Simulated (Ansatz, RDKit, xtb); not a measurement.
# C2H7GeNO2: which of the isomers drawn lies lowest?, part 2 of 2

A sample of isomers of C2H7GeNO2 is drawn. Aim: find which of them has the lowest free energy at 298.15 K, then its properties. The sample is small against all isomers, and the most stable one of this formula need not be in it.

xtb, Ansatz and PySCF; isolated molecules. Earlier steps stand in the parts before.

**6. After refinement**

| label | spin | r2SCAN-D4/def2-SVP (kcal/mol) | r2SCAN-D4/def2-SVP, relaxed (kcal/mol) | time |
| --- | --- | --- | --- | --- |
| c083b | singlet | 0.0 | 0.0 | 22 s |
| c364a | singlet | 10.8 | 9.9 | 32 s |
| c553a | singlet | 20.6 | 19.7 | 1.7 min |

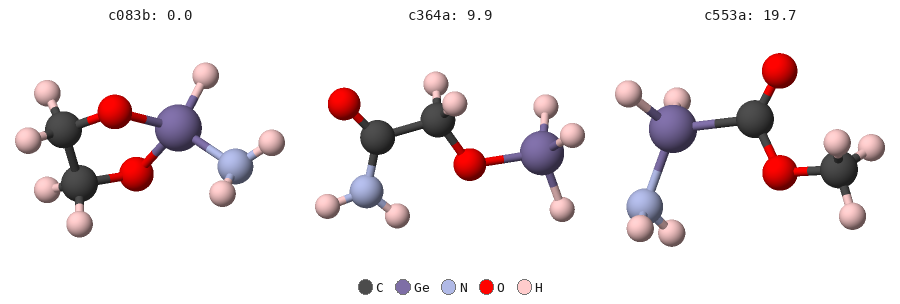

The relaxed structures, with energies at r2SCAN-D4/def2-SVP in kcal/mol.

**7. Harmonic analysis of the finalists**

The lowest few in one piece go on as finalists. In this search the thermal terms come from GFN2-xTB at its own nearest minimum. The first, c083b:

Input file start.xyz:

```xyz
13
c083b
C      0.157312    -0.440246     0.091556
C      1.601378     0.063376     0.219764
Ge     0.069437     1.865611     1.337327
N     -0.853347     3.223844     0.595827
O     -0.644707     0.245553     1.041728
O      1.566751     1.469102     0.421049
H     -0.804190     4.126910     1.058385
H     -0.797516     3.331322    -0.413428
H      0.235633     2.128437     2.834653
H     -0.219269    -0.251280    -0.935357
H      0.095039    -1.525417     0.281590
H      2.102002    -0.436759     1.074849
H      2.183985    -0.156254    -0.691275
```

Run with:

```sh
$ xtb start.xyz --gfn 2 --ohess tight
```

Log (excerpt; [...] marks lines left out):

```text
* xtb version 6.7.1
[...]
          :  # basis functions                  37          :
[...]
          :  # electrons                        36          :
[...]
          :  Hamiltonian                  GFN2-xTB          :
[...]
          :  net charge                          0          :
          :  unpaired electrons                  0          :
[...]
   *** convergence criteria satisfied after 13 iterations ***
[...]
   *** GEOMETRY OPTIMIZATION CONVERGED AFTER 16 ITERATIONS ***
[...]
   *** convergence criteria satisfied after 3 iterations ***
[...]
         ::                     SUMMARY                     ::
         :::::::::::::::::::::::::::::::::::::::::::::::::::::
         :: total energy             -20.864617735184 Eh    ::
         :: gradient norm              0.000265523065 Eh/a0 ::
         :: HOMO-LUMO gap              7.016775829236 eV    ::
         ::.................................................::
         :: SCC energy               -21.015490324075 Eh    ::
         :: -> isotropic ES            0.046655216318 Eh    ::
         :: -> anisotropic ES         -0.000301569626 Eh    ::
         :: -> anisotropic XC          0.003228889757 Eh    ::
         :: -> dispersion             -0.007937244251 Eh    ::
         :: repulsion energy           0.150872588890 Eh    ::
         :: add. restraining           0.000000000000 Eh    ::
         :: total charge               0.000000000000 e     ::
         :::::::::::::::::::::::::::::::::::::::::::::::::::::
[...]
        18        2.0000           -0.4076070             -11.0916 (HOMO)
        19                         -0.1497449              -4.0748 (LUMO)
[...]
molecular dipole:
                 x           y           z       tot (Debye)
 q only:       -0.044       0.497      -0.028
   full:        0.261       0.296      -0.249       1.186
molecular quadrupole (traceless):
[...]
          | TOTAL ENERGY              -20.864617735209 Eh   |
          | TOTAL ENTHALPY            -20.762283226813 Eh   |
          | TOTAL FREE ENERGY         -20.803662306969 Eh   |
          | GRADIENT NORM               0.000265369786 Eh/α |
[...]
```

Run time: 0.18 s. Hardware: 4 threads of Arm Neoverse V1, shared host.

**8. Thermal terms of the finalists**

As xtb prints them, at 298.15 K, with its own treatment of low modes:

| label | SMILES | spin | lowest mode (cm⁻¹) | zero-point (kcal/mol) | G − E (kcal/mol) |
| --- | --- | --- | --- | --- | --- |
| c083b | [NH2][GeH]1[O]CC[O]1 | singlet | 103 | 58.6 | 38.3 |
| c364a | NC(=O)C[O][GeH3] | singlet | 31 | 54.8 | 33.4 |
| c553a | CO[C](=O)[GeH2][NH2] | singlet | 32i | 55.5 | 34.3 |

c553a keeps an imaginary mode, a small one that points to a nearly free motion; the harmonic terms are rough for it.

**9. Last filter: a higher level**

Single points at CCSD(T)/def2-SVP + MP2/def2-TZVPP - MP2/def2-SVP on the refined geometries decide the order.

c083b, CCSD(T)/def2-SVP:

Input file input.yaml:

```yaml
crystal:
  periodic: [false, false, false]
  atoms:
    - {symbol: C, position_ang: [0.157312, -0.440246, 0.091556]}
    - {symbol: C, position_ang: [1.601378, 0.063376, 0.219764]}
    - {symbol: Ge, position_ang: [0.069437, 1.865611, 1.337327]}
    - {symbol: "N", position_ang: [-0.853347, 3.223844, 0.595827]}
    - {symbol: O, position_ang: [-0.644707, 0.245553, 1.041728]}
    - {symbol: O, position_ang: [1.566751, 1.469102, 0.421049]}
    - {symbol: H, position_ang: [-0.804190, 4.126910, 1.058385]}
    - {symbol: H, position_ang: [-0.797516, 3.331322, -0.413428]}
    - {symbol: H, position_ang: [0.235633, 2.128437, 2.834653]}
    - {symbol: H, position_ang: [-0.219269, -0.251280, -0.935357]}
    - {symbol: H, position_ang: [0.095039, -1.525417, 0.281590]}
    - {symbol: H, position_ang: [2.102002, -0.436759, 1.074849]}
    - {symbol: H, position_ang: [2.183985, -0.156254, -0.691275]}
basis:
  gaussian: {orbitals: def2-SVP}
total_charge: 0
correlation: {method: ccsd_t, frozen_orbitals: {C: 1, H: 0, Ge: 9, "N": 1, O: 1}}
```

Run with:

```sh
$ ansatz run input.yaml --threads 4 --pin off --max-ram 7830MiB --events-out events.jsonl --progress --plain --runs-dir runs
```

Log (excerpt; [...] marks lines left out):

```text
Warning: RAYON_NUM_THREADS=4 ignored (pool sized by the plan → 4); use --threads N
Functional definition: HF
  name "HF"
[...]
1369 factors; integrals over basis functions are off by at most 1.3e-3 eV
[...]
mean field -64189.20812146 eV, -2358.9098894556 hartree, gradient 8.3e-6 eV, S^2 0.000000; 0 other end points of the search recorded, 0 dependent functions left out
14 core orbitals not correlated: weight in the atoms' cores, before any rotation towards them, 1.000 or more for the frozen orbitals, at most 0.000 for the correlated occupied ones
reference -64189.20812146 eV, -2358.9098894556 hartree; 23, 23 occupied and 100, 100 virtual orbitals, 1369 factors
second order -28.26458277 eV of doubles, -0.00000000 eV of singles
cycle   1  -28.32145766 eV  change   -5.7e-2 eV  update   1.2e-1
[...]
cycle   9  -29.24362064 eV  change   -1.4e-6 eV  update   2.3e-5
perturbative correction -0.83746812 eV, -0.0307763856 hartree
Total energy: -64219.28921022 eV, -2360.0153490779 hartree
```

It took 27 s on 4 threads of Arm Neoverse V1, shared host; peak memory 1.1 GiB.

**10. c083b at MP2/def2-TZVPP**

input.yaml: that of step 9 with these lines changed.

```diff
@@ -6,3 +6,3 @@
     - {symbol: Ge, position_ang: [0.069437, 1.865611, 1.337327]}
-    - {symbol: "N", position_ang: [-0.853347, 3.223844, 0.595827]}
+    - {symbol: N, position_ang: [-0.853347, 3.223844, 0.595827]}
     - {symbol: O, position_ang: [-0.644707, 0.245553, 1.041728]}
@@ -17,4 +17,3 @@
 basis:
-  gaussian: {orbitals: def2-SVP}
-total_charge: 0
-correlation: {method: ccsd_t, frozen_orbitals: {C: 1, H: 0, Ge: 9, "N": 1, O: 1}}
+  gaussian: {orbitals: def2-TZVPP}
+correlation: {method: mp2, frozen_orbitals: {C: 1, H: 0, Ge: 9, "N": 1, O: 1}}
```

Run with:

```sh
$ ansatz run input.yaml --threads 4 --pin off --max-ram 7830MiB --events-out events.jsonl --progress --plain --runs-dir runs
```

Log:

```text
Warning: RAYON_NUM_THREADS=4 ignored (pool sized by the plan → 4); use --threads N
[... 2 set-up lines as earlier in the session ...]
  exchange = exact_x
  correlation = 0
1841 factors; integrals over basis functions are off by at most 1.2e-3 eV
mean field evaluation 1: about -64199.9231 eV, gradient 5.2e1 eV
mean field evaluation 2: about -64200.2521 eV, gradient 5.3e1 eV
mean field evaluation 4: about -64205.7880 eV, gradient 5.0e0 eV
mean field evaluation 8: about -64205.8671 eV, gradient 3.3e-1 eV
mean field -64205.86799091 eV, -2359.5221283657 hartree, gradient 1.9e-6 eV, S^2 0.000000; 0 other end points of the search recorded, 0 dependent functions left out
14 core orbitals not correlated: weight in the atoms' cores, before any rotation towards them, 1.000 or more for the frozen orbitals, at most 0.000 for the correlated occupied ones
reference -64205.86799091 eV, -2359.5221283657 hartree; 23, 23 occupied and 264, 264 virtual orbitals, 1841 factors
second order -34.63735596 eV of doubles, -0.00000000 eV of singles
Total energy: -64240.50534688 eV, -2360.7950277193 hartree
```

Wall time 6.9 s (4 threads of Arm Neoverse V1, shared host); peak memory 0.96 GiB.

**11. c364a at CCSD(T)/def2-SVP**

Input file input.yaml:

```yaml
crystal:
  periodic: [false, false, false]
  atoms:
    - {symbol: C, position_ang: [1.345737, -0.457388, 0.440833]}
    - {symbol: C, position_ang: [0.725965, 0.742861, 1.153834]}
    - {symbol: Ge, position_ang: [-0.864907, 2.997683, 0.912933]}
    - {symbol: "N", position_ang: [1.041458, -0.534405, -0.875569]}
    - {symbol: O, position_ang: [2.046078, -1.247581, 1.049290]}
    - {symbol: O, position_ang: [-0.048949, 1.531184, 0.276327]}
    - {symbol: H, position_ang: [0.447545, 0.174532, -1.289738]}
    - {symbol: H, position_ang: [1.411496, -1.300715, -1.423871]}
    - {symbol: H, position_ang: [1.566098, 1.310786, 1.602469]}
    - {symbol: H, position_ang: [0.129199, 0.335887, 1.995139]}
    - {symbol: H, position_ang: [-1.832556, 2.572086, 2.030151]}
    - {symbol: H, position_ang: [-1.594482, 3.574320, -0.300365]}
    - {symbol: H, position_ang: [0.207653, 3.954550, 1.460350]}
basis:
  gaussian:
    orbitals: def2-SVP
correlation:
  method: ccsd_t
  frozen_orbitals: {C: 1, H: 0, Ge: 9, "N": 1, O: 1}
total_charge: 0
```

Run with:

```sh
$ ansatz run input.yaml --threads 4 --pin off --max-ram 7830MiB --events-out events.jsonl --progress --plain --runs-dir runs
```

Log (excerpt; [...] marks lines left out):

```text
Warning: RAYON_NUM_THREADS=4 ignored (pool sized by the plan → 4); use --threads N
[... 2 set-up lines as earlier in the session ...]
[...]
1369 factors; integrals over basis functions are off by at most 1.3e-3 eV
[...]
mean field -64188.82125063 eV, -2358.8956722149 hartree, gradient 3.0e-6 eV, S^2 0.000000; 0 other end points of the search recorded, 0 dependent functions left out
14 core orbitals not correlated: weight in the atoms' cores, before any rotation towards them, 1.000 or more for the frozen orbitals, at most 0.000 for the correlated occupied ones
reference -64188.82125063 eV, -2358.8956722149 hartree; 23, 23 occupied and 100, 100 virtual orbitals, 1369 factors
second order -28.07669352 eV of doubles, -0.00000000 eV of singles
cycle   1  -28.09250810 eV  change   -1.6e-2 eV  update   1.4e-1
[...]
cycle   9  -29.09765665 eV  change   -2.9e-5 eV  update   4.3e-5
perturbative correction -0.87194304 eV, -0.0320433156 hartree
Total energy: -64218.79085032 eV, -2359.9970346894 hartree
```

Wall time 27 s (4 threads of Arm Neoverse V1, shared host); peak memory 1.1 GiB.

**12. Putting it together**

Energies in kcal/mol from c083b; G adds the thermal terms to the CCSD(T)/def2-SVP + MP2/def2-TZVPP - MP2/def2-SVP energy. The columns left of the relaxed level are at the tight-binding geometries.

| label | SMILES | spin | GFN2-xTB | HF/STO-3G | r2SCAN-D4/def2-SVP | r2SCAN-D4/def2-SVP, relaxed | HF/def2-SVP | MP2/def2-SVP | CCSD(T)/def2-SVP + MP2/def2-TZVPP - MP2/def2-SVP | G | share at equilibrium | T1 |
| --- | --- | --- | --- | --- | --- | --- | --- | --- | --- | --- | --- | --- |
| c083b | [NH2][GeH]1[O]CC[O]1 | singlet | 0.0 | 0.0 | 0.0 | 0.0 | 0.0 | 0.0 | 0.0 | 0.0 | 100.0 % | 0.012 |
| c364a | NC(=O)C[O][GeH3] | singlet | 13.6 | 50.5 | 10.8 | 9.9 | 8.9 | 13.3 | 20.8 | 15.9 | < 0.1 % | 0.014 |
| c553a | CO[C](=O)[GeH2][NH2] | singlet | 25.2 | 39.4 | 20.6 | 19.7 | 21.9 | 22.5 | 26.3 | 22.4 | < 0.1 % | 0.014 |

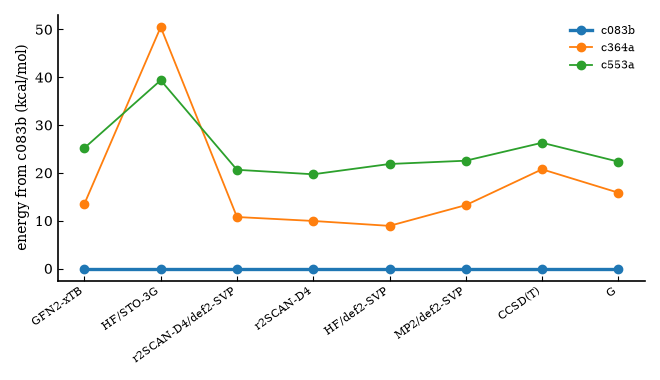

The finalists at each level, measured from c083b.

Lowest found: c083b, `[NH2][GeH]1[O]CC[O]1`, a singlet. Bond lengths: C1–C2 1.535 Å, Ge3–N4 1.802 Å, C1–O5 1.420 Å, Ge3–O5 1.795 Å, C2–O6 1.420 Å, Ge3–O6 1.800 Å, N4–H7 1.016 Å, N4–H8 1.016 Å, Ge3–H9 1.529 Å, C1–H10 1.110 Å, C1–H11 1.103 Å, C2–H12 1.110 Å, C2–H13 1.103 Å. Some angles: C1–C2–O6 108.3°, C2–C1–O5 108.5°, N4–Ge3–O5 114.1°, N4–Ge3–O6 112.5°, O5–Ge3–O6 92.8°, C1–O5–Ge3 108.7°, C2–O6–Ge3 108.1°, C1–C2–H12 109.9°, C1–C2–H13 111.3°, O6–C2–H12 110.3°.

```xyz
13

C     0.1573   -0.4402    0.0916
C     1.6014    0.0634    0.2198
Ge    0.0694    1.8656    1.3373
N    -0.8533    3.2238    0.5958
O    -0.6447    0.2456    1.0417
O     1.5668    1.4691    0.4210
H    -0.8042    4.1269    1.0584
H    -0.7975    3.3313   -0.4134
H     0.2356    2.1284    2.8347
H    -0.2193   -0.2513   -0.9354
H     0.0950   -1.5254    0.2816
H     2.1020   -0.4368    1.0748
H     2.1840   -0.1563   -0.6913
```

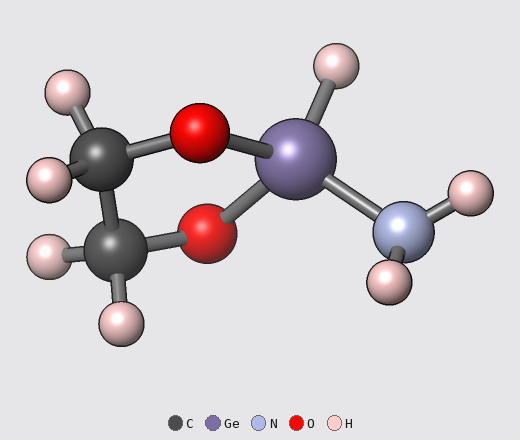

The lowest structure found, seen from a chosen angle (carbon dark grey, germanium purple, nitrogen light blue, oxygen red, hydrogen pink).

**13. Outcome**

What follows sums up all 2 parts.

```
                                 quantity                                                                  value
                   lowest structure found                                          [NH2][GeH]1[O]CC[O]1, singlet
                            next finalist                   NC(=O)C[O][GeH3], singlet, 15.9 kcal/mol higher in G
share at equilibrium, among the finalists                                                                100.0 %
                                   funnel  9 starts, 8 minima at GFN2-xTB, 7 screening runs, 3 relaxed, 3 ranked
                     CPU time of all runs                                                                 18 min
```

**Reading.** `[NH2][GeH]1[O]CC[O]1` comes out lowest. The margin of 15.9 kcal/mol over the next finalist is beyond the usual error of the last level; it says nothing of structures that weren't ranked. GFN2-xTB, HF/STO-3G, r2SCAN-D4/def2-SVP, r2SCAN-D4/def2-SVP, relaxed, HF/def2-SVP and MP2/def2-SVP already put its bonding pattern lowest among the structures in one piece. The largest share of the time went into the relaxations (55 %). The search is not exhaustive (a finite list of starts, one conformer a finalist), so a lower isomer can't be ruled out. Only 4 drawn patterns were tried, so whole families of isomers are missing, and the result ranks this sample alone.
